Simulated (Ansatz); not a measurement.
# Two runs on InNH₃SF

System: InNH₃SF.
Method of run A: RKS SPW92/def2-TZVPP (Ansatz 0.2.0).

The geometry comes from this level: PBE0-D4/def2-TZVP. Text and figures count atoms from 1; the logs count them from 0 in places.

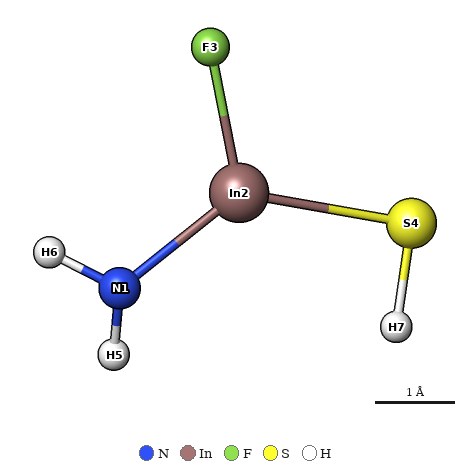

The input geometry (ball-and-stick view, seen at a tilt; atoms are numbered from 1 in the order of the input). Sticks mark near contacts. Bond lengths as drawn: F–In 1.95 Å, H–N 1.01 Å, H–S 1.34 Å, In–N 2.01 Å and In–S 2.36 Å.

The input, run A:
```yaml
crystal:
  periodic: [false, false, false]
  atoms:
    - {symbol: N, position_ang: [0.915242, 1.164517, 0.241604]}
    - {symbol: In, position_ang: [0.060770, -0.648631, 0.156323]}
    - {symbol: F, position_ang: [1.227848, -2.069565, 0.806875]}
    - {symbol: S, position_ang: [-2.121591, -1.374242, -0.364353]}
    - {symbol: H, position_ang: [0.587356, 1.852664, -0.421069]}
    - {symbol: H, position_ang: [1.926149, 1.144606, 0.226691]}
    - {symbol: H, position_ang: [-2.534474, -0.137449, -0.691770]}
basis:
  gaussian: {orbitals: def2-TZVPP}
hamiltonian: {xc: lda}
output: {orbitals: {seedname: orbitals}}
```

Hardware: 2 CPU threads, shared host.

Output (run A):
```
Functional definition: SPW92
  exchange = slater_x
  correlation = pw_c
1160 factors; their error is unknown
mean field evaluation 1: about -20178.4929 eV, gradient 9.1e1 eV
mean field evaluation 2: about -20087.6052 eV, gradient 1.9e2 eV
mean field evaluation 4: about -20191.9318 eV, gradient 2.6e1 eV
mean field evaluation 8: about -20193.6679 eV, gradient 4.4e-1 eV
mean field evaluation 16: about -20193.6565 eV, gradient 3.1e-4 eV
mean field -20193.65648871 eV, -742.1031882080 hartree, gradient 5.4e-5 eV, S^2 0.000000; 0 other end points of the search recorded, 0 dependent functions left out
reference -20193.65654396 eV, -742.1031902384 hartree; 28, 28 occupied and 168, 168 virtual orbitals, 1160 factors
Total energy: -20193.65654396 eV, -742.1031902384 hartree
```

The input of run B differs as follows (lines with − go, lines with + come):
```diff
-hamiltonian: {xc: lda}
+hamiltonian: {xc: {name: wB97X-V}}
```

How does run B compare with run A?

The total energies belong to different methods, so their difference says nothing on which is more stable or more accurate. The HOMO goes from −6.57 to −10.10 eV. The LUMO goes from −2.88 to 0.31 eV.

Output (run B):
```
Functional definition: wB97X-V
  parameter omega = 0.3/bohr
  parameter cx = 0.167
  parameter cx1 = 0.603
  parameter cx2 = 1.194
  parameter css0 = 0.556
  parameter css1 = -0.257
  parameter cos0 = 1.219
  parameter cos1 = -1.850
  parameter b = 6.0
  parameter c = 0.01
  exchange = spin_sum(e_x_unif_sr(omega)*poly(b97_u_x, 1 - cx, cx1, cx2)) + cx*exact_x_sr(omega) + exact_x_lr(omega)
  correlation = spin_sum(e_c_pw_same_spin*poly(b97_u_same, css0, css1))
      + integral(e_c_pw_opposite_spin*poly(b97_u_opposite, cos0, cos1)) + vv10(b, c)
1231 factors; their error is unknown
249 factors; integrals over basis functions are off by at most 2.1e-5 eV
mean field evaluation 1: about -20258.3395 eV, gradient 6.4e1 eV
mean field evaluation 2: about -20255.4766 eV, gradient 7.9e1 eV
mean field evaluation 4: about -20265.7037 eV, gradient 2.9e0 eV
mean field evaluation 8: about -20265.7211 eV, gradient 5.6e-2 eV
mean field evaluation 16: about -20265.7612 eV, gradient 1.2e-4 eV
mean field -20265.76121743 eV, -744.7529881141 hartree, gradient 4.3e-5 eV, S^2 0.000000; 0 other end points of the search recorded, 0 dependent functions left out
reference -20265.76121461 eV, -744.7529880105 hartree; 28, 28 occupied and 168, 168 virtual orbitals, 1231 factors
Total energy: -20265.76121461 eV, -744.7529880105 hartree
```

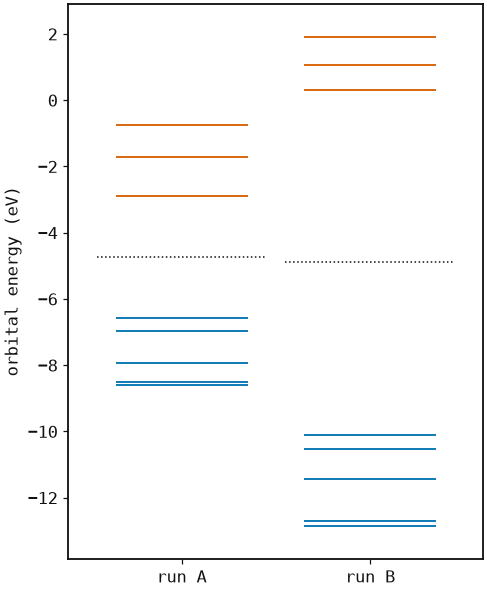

The five highest filled and three lowest empty orbital energies of the two runs; the dotted lines part filled from empty levels. The HOMO–LUMO gap is 3.69 eV in run A and 10.41 eV in run B.

The two runs side by side:

```csv
quantity,run A,run B
outcome,converged,converged
total energy (hartree),−742.103190,−744.752988
HOMO (eV),−6.57,−10.10
LUMO (eV),−2.88,0.31
basis functions,196,196
wall time (shared host),2.5 s,14 s
```
